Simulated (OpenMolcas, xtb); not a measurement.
**How methods differ on InN2H5 (SMILES [NH2][InH][NH2])**

InN2H5 has 8 atoms, charge 0, and is taken as a singlet. As SMILES, `[NH2][InH][NH2]`. The coordinates come from a PBE0-D4/def2-TZVP relaxation.

Quantity: the electronic atomisation energy, in eV. The values are calculated. Electronic energies at fixed atoms, without zero-point motion or spin-orbit coupling.

```json
{"level": "GFN0-xTB", "kind": "semi-empirical", "program": "xtb", "value (eV)": "34.36", "less CCSD(T)/def2-SVP": "+12.80", "CPU time (all runs)": "under 2 s"}
{"level": "HF/def2-SVP (core potential)", "kind": "Hartree–Fock", "program": "OpenMolcas", "value (eV)": "14.70", "less CCSD(T)/def2-SVP": "-6.86", "CPU time (all runs)": "17 s"}
{"level": "SVWN5/def2-SVP (core potential)", "kind": "LDA", "program": "OpenMolcas", "value (eV)": "27.09", "less CCSD(T)/def2-SVP": "+5.53", "CPU time (all runs)": "38 s"}
{"level": "revPBE/def2-SVP (core potential)", "kind": "GGA", "program": "OpenMolcas", "value (eV)": "22.65", "less CCSD(T)/def2-SVP": "+1.09", "CPU time (all runs)": "53 s"}
{"level": "r2SCAN/def2-SVP (core potential)", "kind": "meta-GGA", "program": "OpenMolcas", "value (eV)": "23.03", "less CCSD(T)/def2-SVP": "+1.47", "CPU time (all runs)": "74 s"}
{"level": "PBE0/def2-SVP (core potential)", "kind": "global hybrid", "program": "OpenMolcas", "value (eV)": "22.99", "less CCSD(T)/def2-SVP": "+1.43", "CPU time (all runs)": "48 s"}
{"level": "CCSD(T)/def2-SVP (core potential)", "kind": "coupled cluster or CI", "program": "OpenMolcas", "value (eV)": "21.56", "less CCSD(T)/def2-SVP": "0.00", "CPU time (all runs)": "79 s"}
```

Differences are taken from CCSD(T)/def2-SVP (core potential) for orientation; it has basis-set and higher-order errors of its own. The values span 14.70 to 34.36 eV. The xTB rows lack spin polarisation, so open shells miss the exchange term that lowers them. In the correlated wave-function rows the outer d shell of In is correlated, in sets not made for it. CPU times are rough (shared hosts, several kinds of processor): they show what a rung costs within a factor of a few.

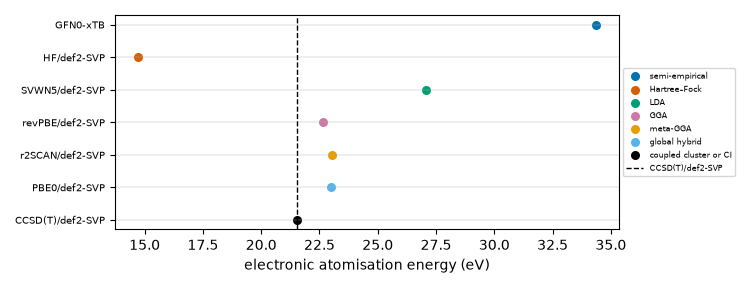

The values of the table, level by level.
